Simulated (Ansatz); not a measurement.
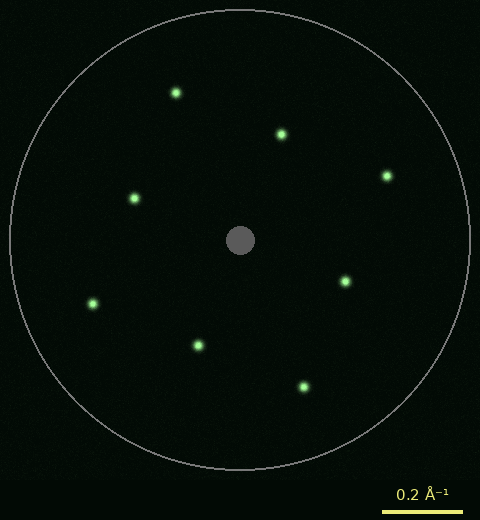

Simulated LEED pattern at 75 eV and normal incidence, from the upper face of a slab model. Spot positions follow from the surface net; brightness is a rough single-scattering estimate from the outer layers, good only for telling present from absent.

**Find the real-space surface cell from the pattern.**

The spots form a square reciprocal net with shortest vectors 0.284 and 0.284 Å⁻¹ at 90.0°. The primitive real-space mesh has edges 3.52 and 3.52 Å at 90.0° (or its supplement) and area 12.4 Å².

The slab has composition TiI2 (3 atoms a cell, 3.5 Å thick). Structure: the geometry relaxed with Ansatz 0.2.0, DFT PBE, scalar-relativistic, plane waves, PAW; the starting structure was generated, so it need not be a known form of this composition.
